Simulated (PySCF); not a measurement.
**ZrOF: frequency calculation**

System: ZrOF, multiplicity 2.
Method: UKS-based PBE0, Zr def2-TZVP with ECP28, O def2-TZVP, F def2-TZVP; non-relativistic Hamiltonian with a scalar-relativistic core potential; density fitting (PySCF 2.14.0).

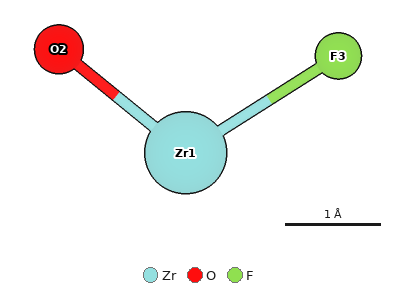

The structure as given in the input (ball-and-stick view, seen on its broad side; atoms are numbered from 1 in the order of the input). Sticks mark near contacts. Bond lengths as drawn: F–Zr 1.91 Å and O–Zr 1.73 Å.

**The input**
```python
from pyscf import gto, scf, dft
mol = gto.M(atom='''
Zr    -0.051994     0.000000    -0.299616
O     -1.461770     0.000000     0.694933
F      1.477355     0.000000     0.840884''',
    basis={'Zr': 'def2-TZVP', 'O': 'def2-TZVP', 'F': 'def2-TZVP'},
    ecp={'Zr': 'def2-TZVP'},
    charge=0, spin=1)
mf = dft.UKS(mol, xc='PBE0')
mf.grids.atom_grid = (75, 302)
aux = {'Zr': 'def2-universal-JKFIT', 'O': 'def2-universal-JKFIT', 'F': 'def2-universal-JKFIT'}
mf = mf.density_fit(auxbasis=aux)
mf.conv_tol = 1e-09
mf.diis_space = 10
mf.max_cycle = 60
mf.verbose = 4
mf.kernel()
```

The script is an equivalent of the set-up of the self-consistent field. The run itself was carried out by a driver, which started from the orbitals of the step before it where there was one and computed the further properties.

Command:
```bash
OMP_NUM_THREADS=4 python axn.py task.json out
```

**Log**
```
init E= -222.093591663213
  alpha nocc = 15  HOMO = -0.199221409184293  LUMO = -0.0653277425418773
  beta  nocc = 14  HOMO = -0.330708320705313  LUMO = -0.0974300918729725
  HOMO = -0.199221409184  LUMO = -0.097430091873  gap/eV = 2.76988
cycle= 1 E= -222.093591663205  delta_E= 7.96e-12  |g|= 5.19e-06  |ddm|= 4.71e-06
  alpha nocc = 15  HOMO = -0.199220671050274  LUMO = -0.06532667554927
  beta  nocc = 14  HOMO = -0.330710167408338  LUMO = -0.0974294616906342
  HOMO = -0.19922067105  LUMO = -0.0974294616906  gap/eV = 2.76988
Extra cycle  E= -222.093591663117  delta_E= 8.79e-11  |g|= 1.59e-05  |ddm|= 1.04e-05
converged SCF energy = -222.093591663117  <S^2> = 0.75334057  2S+1 = 2.0033378
```

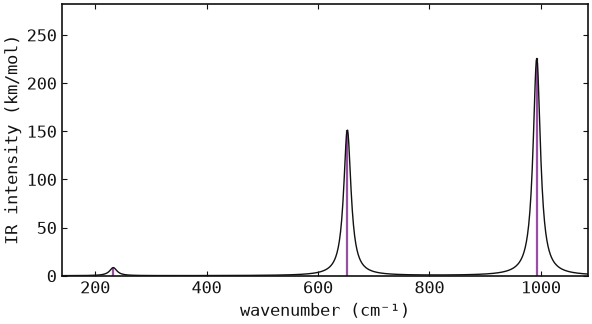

Harmonic infrared spectrum, unscaled: sticks (degenerate modes added up, dark ones marked on the axis) with a Lorentzian envelope of 16 cm⁻¹ full width, scaled to the tallest stick. 3 modes from 233 to 993 cm⁻¹, none imaginary. The strongest line is at 993 cm⁻¹ (226 km/mol). All modes, in cm⁻¹ (km/mol): 233 (8.4), 653 (151), 993 (226).

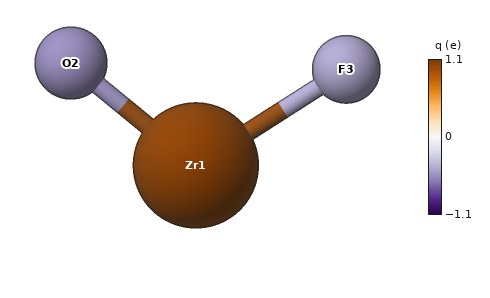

Mulliken charges, as the colour of each atom (ball-and-stick view, seen on its broad side; atoms are numbered from 1 in the order of the input). By element: Zr +1.03, O −0.56 and F −0.46 e.

**Key numbers**

| quantity | value |
| --- | --- |
| outcome | converged |
| total energy | −222.093592 hartree |
| ⟨S²⟩ | 0.753 |
| zero-point energy | 0.004278 hartree |
| dipole moment | 4.58 D |
| wavenumbers, lowest and highest | 233 and 993 cm⁻¹ |
| hardware | 4 threads of Arm Neoverse V1, 24 GiB of memory available, shared host |
| wall time | 50 s (CPU time 2.5 min) |
| peak memory | 1 GiB |
